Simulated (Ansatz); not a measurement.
**Ga (Cmce): the Drude term of Re ε in the infrared**

Re ε of Ga (Cmce) along x at low photon energies is read from one computed spectrum; the carriers' damping was typed as γ = 0.03 eV. x, y and z are the Cartesian axes of the input cell.

Cell: a, b, c = 4.448, 4.448, 4.524 Å (primitive vectors), 4 atoms.

Method: Ansatz 0.2.0, PBE, independent particles, k-mesh 10×10×8 with interpolation inside its cells, Gaussian parameter 0.15 eV.

Launch of the response step: `ansatz run input.yaml --threads 4 --pin off --max-ram 8192MiB --backend cpu --events-out ev --progress --plain --runs-dir out`. The run took 4.2 min, on 4 threads of Arm Neoverse V1 (shared host).

```
photon energy E (eV)  wavelength (µm)     Re ε
                0.25             4.96  -1089.8
                0.30             4.13   -778.9
                0.35             3.54   -578.1
                0.40             3.10   -441.2
                0.50             2.48   -278.1
                0.60             2.07   -194.3
                0.70             1.77        ?
```

A Drude term over a constant background gives Re ε = ε_b − ωp²/(E² + γ²), linear in 1/(E² + γ²).

Working, on the rows shown:

| x = 1/(E² + γ²) (eV⁻²) | y = Re ε |
| --- | --- |
| 15.7729 | -1089.8 |
| 11.0011 | -778.9 |
| 8.10373 | -578.1 |
| 6.21504 | -441.2 |
| 3.98565 | -278.1 |
| 2.77085 | -194.3 |

Means: x̄ = 7.9749, ȳ = -560.07. Σ(x − x̄)(y − ȳ) = -8033, Σ(x − x̄)² = 116.1. Slope = -8033 / 116.1 = -69.2; intercept = ȳ − slope · x̄ = -8.1764. The line misses the rows shown by at most 9.9.

Question: Predict the last column of the withheld row from the fit.

Answer: At x = 2.0371 the line gives y = -149.15. The run gave -149.3, so the extrapolation is off by 0.15, 0.0 % of the range in the table.

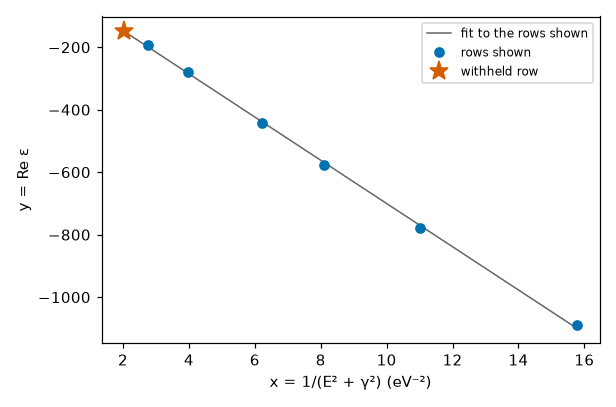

Refitted with all rows, the slope is -69.2 and the intercept -8.2353. These give ωp = √(−slope) = 8.32 eV, against 8.40 eV from the program's Fermi-surface sum, and an intercept of -8.2. Taking the program's Drude term off the rows leaves 22 at the lowest energy and -6 at the highest, so the background isn't constant: interband transitions lie in or near the window, and neither fitted number can be trusted. The values come from a sum over the points of one k-mesh and carry its error, which is largest for Fermi-surface quantities. Spin-orbit coupling is left out.

[Logs are printed without paths, hosts, clocks, repeated set-up lines and the standing remarks that a program may print on its own settings, such as how far it seeks lower states.]
